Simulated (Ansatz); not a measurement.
```yaml
crystal:
  lattice:
    - [4.19781, 0.00000, 0.00000]
    - [0.00000, 4.19781, 0.00000]
    - [0.00000, 0.00000, 29.68837]
  atoms:
    - { symbol: Ga, position: [0.50000, 0.50000, 0.20270] }
    - { symbol: Ga, position: [0.00000, 0.00000, 0.70270] }
    - { symbol: Ga, position: [0.00000, 0.00000, 0.29730] }
    - { symbol: Ga, position: [0.50000, 0.50000, 0.79730] }
    - { symbol: Ga, position: [0.50000, 0.50000, 0.40568] }
    - { symbol: Ga, position: [0.00000, 0.00000, 0.90568] }
    - { symbol: Ga, position: [0.50000, 0.50000, 0.00000] }
    - { symbol: Ga, position: [0.00000, 0.00000, 0.50000] }
    - { symbol: Ga, position: [0.00000, 0.00000, 0.09432] }
    - { symbol: Ga, position: [0.50000, 0.50000, 0.59432] }
    - { symbol: Sb, position: [0.50000, 0.00000, 0.35148] }
    - { symbol: Sb, position: [0.00000, 0.50000, 0.85148] }
    - { symbol: Sb, position: [0.50000, 0.00000, 0.14852] }
    - { symbol: Sb, position: [0.00000, 0.50000, 0.64852] }
    - { symbol: As, position: [0.00000, 0.50000, 0.45288] }
    - { symbol: As, position: [0.50000, 0.00000, 0.95288] }
    - { symbol: As, position: [0.00000, 0.50000, 0.04712] }
    - { symbol: As, position: [0.50000, 0.00000, 0.54712] }
    - { symbol: As, position: [0.00000, 0.50000, 0.25000] }
    - { symbol: As, position: [0.50000, 0.00000, 0.75000] }
```

Space group I-4m2; a structure generated by program, which may or may not match a known phase; computed pressure about −4 GPa in this cell.

All numbers below come from DFT LDA, scalar-relativistic, plane waves, PAW in Ansatz 0.2.0.

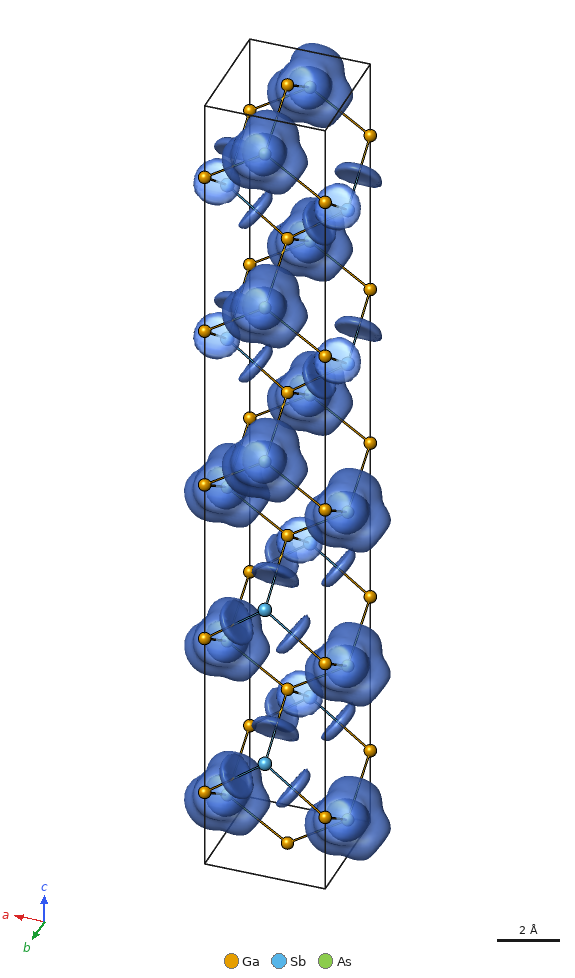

Ga5Sb2As3. Isosurface of the electron localisation function at 0.6 (blue), seen at an oblique angle. Only the valence region is drawn (cores and ρ < 0.01 e/Å³ removed). Sticks mark near contacts.

In a PAW calculation such maps are meaningful between the atoms, not at the nuclei.

Q: Where are the electrons localised?

A: The surface consists of 16 regions between bonded Ga–Sb atoms and six regions on As in which the atom's valence shell and bonds are merged, counted in one cell of 20 atoms. Regions shared between cells count once. Along the contacts the grid gives the following. Ga–As (2.52 Å): the ELF peaks at about 0.75 between the atoms. Ga–Sb (2.64 Å): the ELF peaks at about 0.70 between the atoms.
